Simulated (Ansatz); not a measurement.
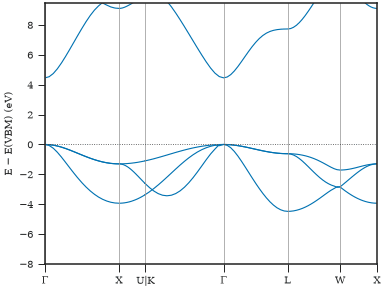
*Band structure from plane-wave PAW PBE (Ansatz code)*

Q: Read off the gap and where the band edges lie.

A: About 4.5 eV (4.46 eV by a search for the band edges); maximum at Γ, minimum at Γ.

Q: Which compound is it?
A) CaO, rock salt
B) MgO, rock salt
C) KF, rock salt
D) NaCl, rock salt

A: B, MgO, rock salt

Space group Fm-3m (rock salt). The cell was relaxed with PBE under the symmetry of its start.

Potentials: the later of the program's two PAW sets.
